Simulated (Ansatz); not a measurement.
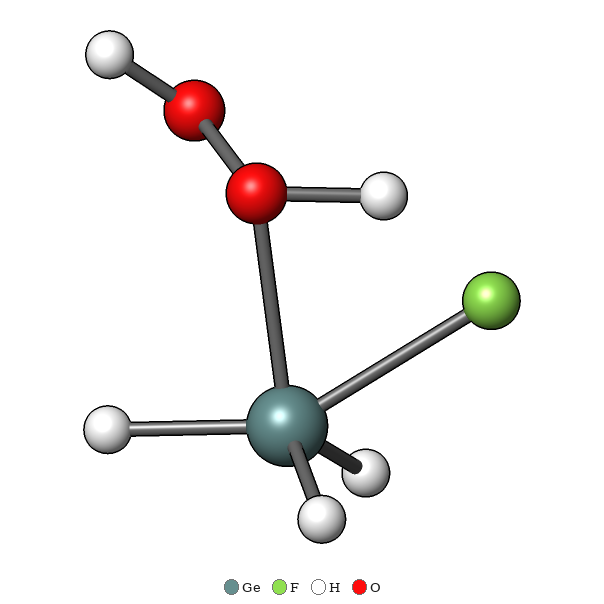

Sticks follow a distance rule. Harmonic vibrations computed with RKS PBE0-D4/def2-TZVP (Ansatz 0.2.0) at a stationary point of the same level.

Question: How many imaginary frequencies does it have?

Answer: A first-order saddle point: one imaginary frequency, 420i cm⁻¹.

Question: List the wavenumbers.

Answer: 21 modes: 420i, 110, 142, 187, 204, 380, 569, 633, 663, 793, 911, 948, 954, 1083, 1334, 1434, 2082, 2179, 2205, 2211, 3813 cm⁻¹.
